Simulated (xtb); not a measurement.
# Molecular dynamics, with input and output: C3H7NSi

C3H7NSi, computed with GFN-FF, ALPB solvent ethylacetate (xtb 6.7.1).

The geometry comes from this level: GFN2-xTB.

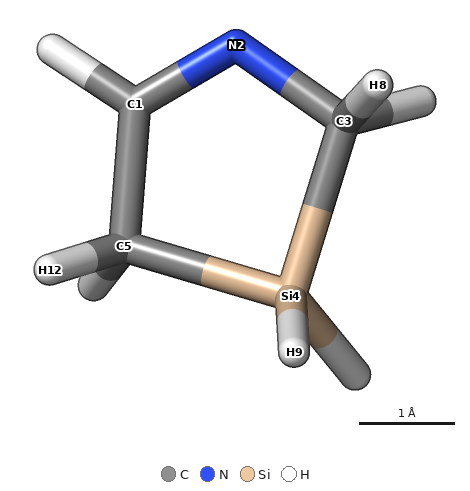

**Figure 1.** The starting structure (stick view, seen at a tilt; atoms are numbered from 1 in the order of the input).

Input file (geom.xyz)
```
12
start
C     -1.27408000    -0.65050000     0.07025000
N     -0.52301000    -1.15548000     0.93733000
C      0.81564000    -0.61667000     1.01407000
Si     0.96987000     0.75506000    -0.32430000
C     -0.83676000     0.45500000    -0.85458000
H     -2.28461000    -1.03326000    -0.01071000
H      0.96309000    -0.26127000     2.03639000
H      1.50787000    -1.45105000     0.88042000
H      1.93202000     0.42788000    -1.37625000
H      1.18452000     2.08843000     0.23725000
H     -1.49578000     1.31386000    -0.72230000
H     -0.95876000     0.12800000    -1.88757000
```

File detailed.inp
```
$chrg 0
$spin 0
$md
   temp=300
   time=0.2
   step=1
   dump=20
   hmass=1
   shake=0
   sccacc=5
$end
```

Launched with:
```bash
xtb geom.xyz --gfnff --md --input detailed.inp --alpb ethylacetate > xtb.out 2> xtb.err
```

Log
```
* xtb version 6.7.1
   ID    Z sym.   atoms
    1    6 C      1, 3, 5
    2    7 N      2
    3   14 Si     4
    4    1 H      6-12

           -------------------------------------------------
          |                Calculation Setup                |
           -------------------------------------------------

          program call               : xtb geom.xyz --gfnff --md --input detailed.inp --alpb ethylacetate
          coordinate file            : geom.xyz
          omp threads                :                     1

          ==================== Thresholds ====================
          CN  :   150.00000
          rep :   500.00000
          disp:  2500.00000
          HB1 :   250.00000
          HB2 :   450.00000

          Pauling EN used:
          Z : 1  EN :  2.20
          Z : 6  EN :  2.55
          Z : 7  EN :  3.04
          Z :14  EN :  1.90
          electric field strengths (au): 0.000

           -------------------------------------------------
          |           Force Field Initialization            |
           -------------------------------------------------

          distances ...
          ----------------------------------------
          generating topology and atomic info file ...
          pair mat ...
          computing topology distances matrix with Floyd-Warshall algo ...
          making topology EEQ charges ...
          #fragments for EEQ constrain: 1
          ----------------------------------------
          generating topology and atomic info file ...
          pair mat ...
          computing topology distances matrix with Floyd-Warshall algo ...
          making topology EEQ charges ...
          #fragments for EEQ constrain: 1
          rings ...
          # BATM   78
          # H in HB   3

  atom   neighbors  erfCN metchar sp-hybrid imet pi  qest     coordinates
    1  C       3    2.91   0.00         2    0    1   0.026   -2.407662   -1.229267    0.132753
    2  N       2    1.96   0.00         2    0    1  -0.243   -0.988346   -2.183541    1.771297
    3  C       4    3.51   0.00         3    0    0   0.009    1.541336   -1.165337    1.916315
    4  Si      4    3.53   0.09         3    0    0   0.063    1.832789    1.426857   -0.612838
    5  C       4    3.48   0.00         3    0    0  -0.051   -1.581247    0.859825   -1.614922
    6  H       1    0.97   0.00         0    0    0   0.040   -4.317287   -1.952578   -0.020239
    7  H       1    0.97   0.00         0    0    0   0.035    1.819976   -0.493729    3.848219
    8  H       1    0.97   0.00         0    0    0   0.035    2.849461   -2.742087    1.663753
    9  H       1    0.96   0.01         0    0    0   0.007    3.650989    0.808576   -2.600736
   10  H       1    0.96   0.01         0    0    0   0.007    2.238418    3.946561    0.448338
   11  H       1    0.97   0.00         0    0    0   0.036   -2.826615    2.482836   -1.364949
   12  H       1    0.97   0.00         0    0    0   0.036   -1.811794    0.241885   -3.566990

          #atoms :   12
          #bonds :   12
          #angl  :   22
          #tors  :   30
          #nmol  :   1
          #optfrag :   1
           -------------------------------------------------
          |                   G F N - F F                   |
          |          A general generic force-field          |
          |                  Version 1.0.3                  |
           -------------------------------------------------
      * Solvation model:               ALPB
        Solvent                        ethylacetate
        Parameter file                 internal GFN-FF/ALPB
        Dielectric constant                6.0200E+00
        Reference state                gsolv [1 M gas/solution]
        Free energy shift                  4.7394E-03 Eh       2.9740E+00 kcal/mol
        Temperature                        3.0000E+02 K
        Density                            8.8300E-01 kg/L
        Solvent mass                       7.2106E+01 g/mol
        Interaction kernel             P16
        Born radius scaling (c1)           1.8472E+00
        Born radii integrator          GBOBC
        Born offset                        0.0000E+00 a0       0.0000E+00 AA
        H-bond correction              true
        Ion screening                  false
        Surface tension                    1.0000E-05 Eh       1.5569E+01 dyn/cm
        Grid points                               230 per atom
          Number of HB bonds (bound hydrogen)     24
          Number of HB bonds (unbound hydrogen)   30
          Number of XB bonds                      0

 E+G (total)                   0 d,  0 h,  0 min,  0.000 sec
 distance/D3 list               ...        0 min,  0.000 sec (  0.355%)
 non bonded repulsion           ...        0 min,  0.000 sec (  7.250%)
 dCN                            ...        0 min,  0.000 sec (  2.516%)
 EEQ energy and q               ...        0 min,  0.000 sec (  5.069%)
 D3                             ...        0 min,  0.000 sec (  5.929%)
 EEQ gradient                   ...        0 min,  0.000 sec (  3.771%)
 bonds                          ...        0 min,  0.000 sec (  4.465%)
 bend and torsion               ...        0 min,  0.000 sec (  8.768%)
 bonded ATM                     ...        0 min,  0.000 sec (  4.867%)
 HB/XB (incl list setup)        ...        0 min,  0.000 sec (  7.088%)
 GBSA                           ...        0 min,  0.000 sec ( 49.304%)

         :::::::::::::::::::::::::::::::::::::::::::::::::::::
         ::                     SUMMARY                     ::
         :::::::::::::::::::::::::::::::::::::::::::::::::::::
         :: total energy              -1.839870674023 Eh    ::
         :: total w/o Gsolv           -1.832859991993 Eh    ::
         :: total w/o Gsasa/hb        -1.833827039166 Eh    ::
         :: gradient norm              0.061420130112 Eh/a0 ::
         ::.................................................::
         :: bond energy               -1.934200008036 Eh    ::
         :: angle energy               0.028825555757 Eh    ::
         :: torsion energy             0.002817200107 Eh    ::
         :: repulsion energy           0.094974397524 Eh    ::
         :: electrostat energy        -0.019087854525 Eh    ::
         :: dispersion energy         -0.006292183695 Eh    ::
         :: HB energy                  0.000000000000 Eh    ::
         :: XB energy                  0.000000000000 Eh    ::
         :: bonded atm energy          0.000102900876 Eh    ::
         :: external energy            0.000000000000 Eh    ::
         :: -> Gsolv                  -0.007010682030 Eh    ::
         ::    -> Gborn               -0.000967047174 Eh    ::
         ::    -> Gsasa               -0.010629578706 Eh    ::
         ::    -> Ghb                 -0.000153455414 Eh    ::
         ::    -> Gshift               0.004739399263 Eh    ::
         :: add. restraining           0.000000000000 Eh    ::
         :: total charge              -0.000000000000 e     ::
         :::::::::::::::::::::::::::::::::::::::::::::::::::::

           -------------------------------------------------
          |                Property Printout                |
           -------------------------------------------------

molecular dipole:
                 x           y           z       tot (Debye)
 q only:        0.309       0.565      -0.433       1.973

           -------------------------------------------------
          | TOTAL ENERGY               -1.839870674023 Eh   |
          | GRADIENT NORM               0.061420130112 Eh/α |
           -------------------------------------------------
           -------------------------------------------------
          |               Molecular Dynamics                |
           -------------------------------------------------
 trajectories on xtb.trj or xtb.trj.<n>

 MD time /ps        :    0.20
 dt /fs             :    1.00
 SCC accuracy       :    5.00
 temperature /K     :  300.00
 max steps          :   200
 block length (av.) :  5000
 dumpstep(trj) /fs  :   20.00    20
 dumpstep(coords)/fs: 1000.00  1000
 H atoms mass (amu) :     1
 # deg. of freedom  :    36
 SHAKE off
 Berendsen THERMOSTAT on
         time (ps)    <Epot>      Ekin   <T>   T     Etot
      0    0.00      0.00000   0.0470    0.    0.    -1.79284
 average properties
 Epot               :  -1.8112473398376472
 Epot (accurate SCC):  -1.8222814658679181
 Ekin               :   2.3444950581931769E-002
 Etot               :  -1.7878023892557156
 T                  :   411.29649053500822
 normal exit of md()
########################################################################
[WARNING] Runtime exception occurred
-1- gfnff_setup: Could not read topology file.
########################################################################

------------------------------------------------------------------------
------------------------------------------------------------------------
 total:
 *  cpu-time:     0 d,  0 h,  0 min,  0.071 sec
 * ratio c/w:     0.961 speedup
 SCF:
 *  cpu-time:     0 d,  0 h,  0 min,  0.001 sec
 * ratio c/w:     1.000 speedup
 MD:
 *  cpu-time:     0 d,  0 h,  0 min,  0.067 sec
 * ratio c/w:     0.959 speedup
```

Standard error
```
normal termination of xtb
```

Trajectory as extended XYZ (Å, eV, eV/Å), 10 frames, from step=0 to step=9
```
12
Properties=species:S:1:pos:R:3 step=0 time_fs=0.0 energy=-50.06543
C    -1.2741   -0.6505    0.0703
N    -0.5230   -1.1555    0.9373
C     0.8156   -0.6167    1.0141
Si    0.9699    0.7551   -0.3243
C    -0.8368    0.4550   -0.8546
H    -2.2846   -1.0333   -0.0107
H     0.9631   -0.2613    2.0364
H     1.5079   -1.4510    0.8804
H     1.9320    0.4279   -1.3762
H     1.1845    2.0884    0.2372
H    -1.4958    1.3139   -0.7223
H    -0.9588    0.1280   -1.8876
12
Properties=species:S:1:pos:R:3 step=1 time_fs=20.0 energy=-49.28536
C    -1.2743   -0.5941    0.0876
N    -0.4917   -1.1446    0.8837
C     0.8180   -0.5544    1.0469
Si    0.9317    0.6641   -0.3192
C    -0.7694    0.4977   -0.8026
H    -2.2002   -1.1997   -0.0671
H     1.0813   -0.1107    1.9574
H     1.5697   -1.3625    0.9275
H     1.5195    0.8492   -1.6936
H     0.6421    2.0484    0.3867
H    -1.3335    1.3651   -0.8922
H    -0.7419    0.2756   -1.9085
12
Properties=species:S:1:pos:R:3 step=2 time_fs=40.0 energy=-49.46304
C    -1.2431   -0.5931    0.0703
N    -0.4798   -1.1419    0.9149
C     0.8020   -0.6698    1.0743
Si    0.9608    0.7351   -0.3242
C    -0.8877    0.4337   -0.8630
H    -2.3252   -0.9525    0.0117
H     0.7904   -0.1416    1.9892
H     1.7457   -1.2660    0.9582
H     1.9187    0.6711   -1.4988
H     1.0745    2.0462    0.2293
H    -1.3398    1.3518   -0.7041
H    -1.0734    0.2675   -1.9693
12
Properties=species:S:1:pos:R:3 step=3 time_fs=60.0 energy=-49.54987
C    -1.3180   -0.7142    0.0850
N    -0.4710   -1.1698    0.9356
C     0.7836   -0.5471    0.9592
Si    0.9500    0.7710   -0.3239
C    -0.8147    0.4750   -0.8313
H    -2.4575   -0.9105    0.0367
H     1.0651   -0.1982    1.9772
H     1.3942   -1.4655    0.7843
H     2.0132   -0.0339   -0.9660
H     1.4320    1.9639    0.2815
H    -1.4446    1.3656   -0.6830
H    -0.7886    0.1213   -1.8879
12
Properties=species:S:1:pos:R:3 step=4 time_fs=80.0 energy=-49.48681
C    -1.3132   -0.6852    0.0690
N    -0.5261   -1.1273    0.9591
C     0.8079   -0.5701    0.9577
Si    0.9739    0.7587   -0.3342
C    -0.8127    0.4511   -0.8164
H    -2.3342   -1.1870   -0.1591
H     0.9776   -0.0978    1.9877
H     1.5199   -1.3678    0.7978
H     1.8542    0.2843   -1.4221
H     1.3516    1.9345    0.6787
H    -1.5934    1.2826   -0.5617
H    -0.8347   -0.0419   -1.7863
12
Properties=species:S:1:pos:R:3 step=5 time_fs=100.0 energy=-49.48960
C    -1.2524   -0.6327    0.0617
N    -0.5067   -1.1129    0.9669
C     0.8120   -0.6715    1.0557
Si    0.9618    0.7296   -0.3426
C    -0.8620    0.4478   -0.8775
H    -2.2326   -1.2207    0.0353
H     0.8823   -0.1552    2.0589
H     1.5596   -1.4223    0.9218
H     1.8405    1.0171   -1.5173
H     0.9388    2.1143    0.1851
H    -1.2131    1.4862   -0.4649
H    -0.9519    0.2311   -1.9142
12
Properties=species:S:1:pos:R:3 step=6 time_fs=120.0 energy=-49.59683
C    -1.2389   -0.6278    0.0317
N    -0.4785   -1.1458    0.9485
C     0.8223   -0.5664    1.0279
Si    0.9137    0.6930   -0.3173
C    -0.7936    0.4870   -0.8050
H    -2.3298   -0.8466    0.0622
H     1.1778   -0.2084    1.9833
H     1.4929   -1.3755    0.7668
H     1.8726    0.5788   -1.4929
H     0.7445    1.9654    0.1829
H    -1.5083    1.3269   -0.9340
H    -0.7790    0.3060   -1.8923
12
Properties=species:S:1:pos:R:3 step=7 time_fs=140.0 energy=-49.64950
C    -1.3262   -0.6348    0.0890
N    -0.4558   -1.1100    0.9297
C     0.8376   -0.6041    0.9555
Si    0.9408    0.7751   -0.2981
C    -0.8629    0.3961   -0.8757
H    -2.3093   -1.0676   -0.0219
H     0.9446   -0.2552    1.9392
H     1.6216   -1.4038    0.8931
H     1.8183   -0.0607   -1.1380
H     1.5152    1.9232    0.6291
H    -1.3722    1.3012   -0.8922
H    -0.9315    0.1345   -1.9777
12
Properties=species:S:1:pos:R:3 step=8 time_fs=160.0 energy=-49.54812
C    -1.3254   -0.6295    0.1074
N    -0.5013   -1.1584    0.9383
C     0.7623   -0.6146    0.9687
Si    0.9610    0.8071   -0.3125
C    -0.8457    0.3582   -0.8767
H    -2.2607   -1.0985    0.0370
H     0.9734   -0.1284    1.9002
H     1.5791   -1.3438    0.6840
H     2.0500    0.3464   -1.1461
H     1.8871    1.8248    0.4405
H    -1.2309    1.2985   -0.6205
H    -0.9502   -0.0328   -1.9452
12
Properties=species:S:1:pos:R:3 step=9 time_fs=180.0 energy=-49.51708
C    -1.3164   -0.6952    0.0518
N    -0.5286   -1.1745    0.9572
C     0.7682   -0.5790    0.9912
Si    0.9911    0.7667   -0.3247
C    -0.7846    0.4960   -0.8009
H    -2.3077   -0.9344    0.1655
H     1.1215   -0.2243    1.9986
H     1.4325   -1.4221    0.7202
H     1.7141    0.3803   -1.5972
H     0.9618    2.0254    0.2800
H    -1.6608    1.1607   -0.9060
H    -0.5911   -0.0518   -1.7490
```

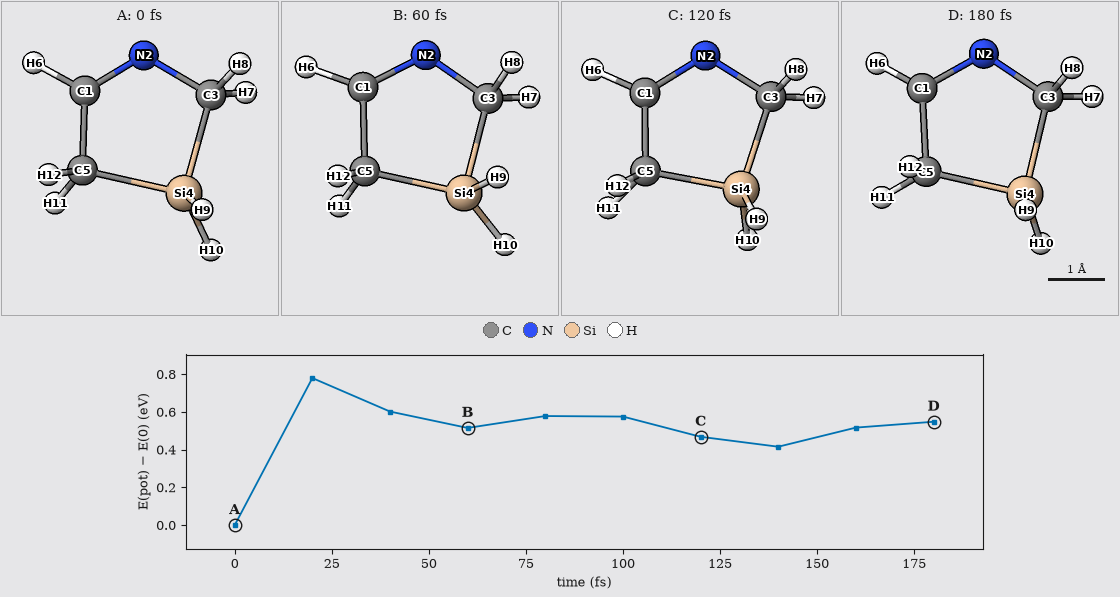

**Figure 2.** Frames of the molecular dynamics (ball-and-stick, seen at a tilt) above the curves, on which the letters mark them. The trajectory kept here has 10 frames over 180 fs. The potential energy ends 0.548 eV above its first value. After an unweighted best fit of the last frame on the first, the root-mean-square displacement is 0.20 Å, and H12 has moved furthest (0.46 Å).

Results in brief

```tsv
quantity	value
outcome	finished
trajectory	10 frames kept, 180 fs
potential energy (first step)	−1.839871 hartree
dispersion energy (first step)	−0.006292 hartree
solvation energy (first step)	−0.007011 hartree
hardware	1 thread of Intel Xeon @ 2.50GHz (Skylake/Cascade Lake), 16 GiB of memory available, shared host
peak memory	0.07 GiB
```

Notes

So short a trajectory is not equilibrated.
